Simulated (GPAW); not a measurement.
Consider KNiF3 (Pm-3m).

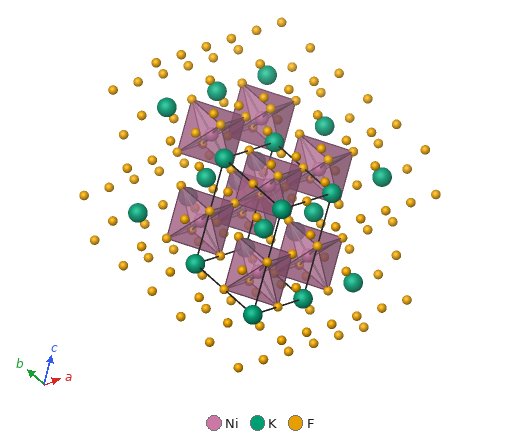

The structure (nickel pink, potassium teal, fluorine orange). 2×2×1 cells are drawn. Some periodic images of atoms are drawn too.

```
Ni K F
1.0
     4.00000    4.00000    0.00000
     0.00000    4.00000    4.00000
     4.00000    0.00000    4.00000
Ni K F
2 2 6
Direct
  0.25000 0.25000 0.25000
  0.75000 0.75000 0.75000
  0.00000 0.00000 0.00000
  0.50000 0.50000 0.50000
  0.00000 0.00000 0.50000
  0.50000 0.50000 0.00000
  0.00000 0.50000 0.00000
  0.50000 0.00000 0.50000
  0.50000 0.00000 0.00000
  0.00000 0.50000 0.50000
```

Absorber: atom 3, with 12 F at 2.83 Å (cuboctahedral, site symmetry m-3m). Method: GPAW, LDA + U (Ni 5 eV), full core hole (charged cell), 10-atom cell with 5.7 Å between holes, 5×5×5 k points, dipole transitions, Gaussian full width 0.9 eV up to 4 eV, rising linearly to 3.5 eV at 25 eV.

The database entry behind the starting cell differs from later determinations by our own check (about 0.35 % short), so it need not match the best structure at ambient conditions.

Question: Predict the near-edge structure at the K K edge.

Main maxima up to 30 eV above the zero (height): 5.4 eV (1.98), 8.6 eV (2.43), 18.5 eV (0.89) and 23.4 eV (0.91). A K edge sees empty p states on the absorber. The total-energy difference plus the lowest empty eigenvalue puts the zero at 3592.29 eV. The tabulated edge of the element is 3608.4 eV. The functional and the charged cell's background leave an error in such absolute values: in the free atom LDA prices this hole 11.1 eV below PBE (computed apart), and PBE is itself good to a few eV.

The K K spectrum (energy from the lowest empty level; intensity scaled to a mean of 1 over the first 20 eV):

```tsv
E (eV)	intensity
-2.0	0.00
-0.5	0.00
1.0	0.05
2.5	0.30
4.0	0.74
5.5	1.96
7.0	1.35
8.5	2.43
10.0	2.25
11.5	1.28
13.0	0.69
14.5	0.26
16.0	0.41
17.5	0.77
19.0	0.86
20.5	0.71
22.0	0.82
23.5	0.91
25.0	0.82
26.5	0.65
28.0	0.51
29.5	0.62
31.0	1.11
```

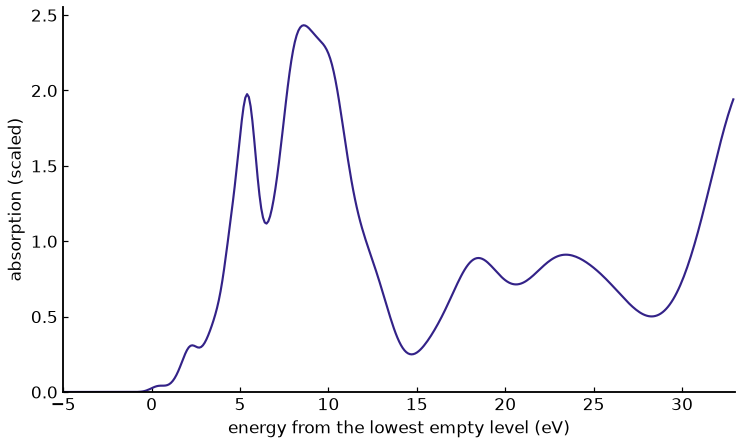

The K K edge.

The hole lies in one spin channel, while the script sums the empty states of both and takes the lower zero; where the two channels are split, this blurs and shifts the curve. The spins start antiferromagnetically in a simple order, which needn't be the measured one; gap and edge can depend on it. The holes are only 5.7 Å apart, so the shape is probably not converged with cell size; no larger cell was run here. The mesh is coarse (0.27 Å⁻¹ between points), so small maxima may be mesh ripples. The structure is a published determination, not relaxed.

[Banner, clock and machine lines of the logs are left out without a mark of their own.]

[Logs are printed without paths, hosts, clocks, repeated set-up lines and the standing remarks that a program may print on its own settings, such as how far it seeks lower states.]

[Hosts, paths, dates, database ids (printed as entryN), source tags and the programs' standing remarks are cut or masked in the printed files.]

[Lists of maxima count a maximum above −3 eV only where it reaches 4 % of the highest in the window and stands out from its surroundings by 2 % of it (1.5 % where it reaches 55 %); shoulders and weaker maxima are passed over, and of the rest the first, up to two pre-edge ones and the few strongest are named.]
